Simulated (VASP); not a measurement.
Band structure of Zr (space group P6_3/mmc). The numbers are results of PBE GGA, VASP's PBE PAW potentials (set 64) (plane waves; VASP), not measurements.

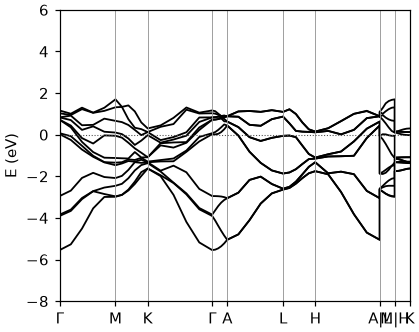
Figure. Bands along high-symmetry lines, zero at the valence-band maximum or, without a gap, the Fermi level

Read the plot: is there a gap, and where are the band edges?

It has no gap at this level: it comes out as a metal or semimetal.

The structure was generated: Zr was put into an ordered model structure, which need not be its known phase. The cell was not relaxed at this level.
